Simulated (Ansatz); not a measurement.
```xyz
9

S    -1.0892    0.9978   -2.0061
B    -0.5340    0.5928   -0.3903
Si    1.2793    0.6749    0.3411
Si   -0.3422   -1.0318    0.6726
H    -2.1193    0.1384   -2.1443
H     1.4849    1.1476    1.7321
H     2.5017    0.7938   -0.4932
H    -0.5381   -0.9616    2.1413
H    -0.5545   -2.3981    0.1298
```

Geometry: PBE0-D4/def2-TZVP.

Computed with Ansatz 0.2.0, RKS PBE0-D4/def2-TZVPP.

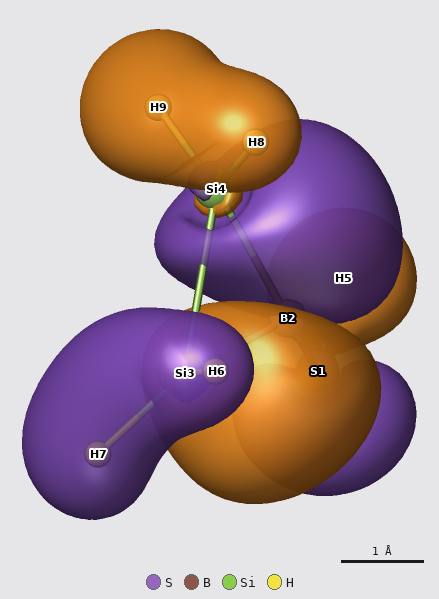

BH5SSi2. The HOMO−1 at ±0.06 Å⁻³ᐟ² (orange and purple are the two phases), seen at an oblique angle.

Q: What is the character of this orbital?

A: By Hirshfeld shares it lies mainly on B2 (about 30 %), Si3 (about 20 %), Si4 (about 20 %) and S1 (about 10 %). Its energy is −7.11 eV.
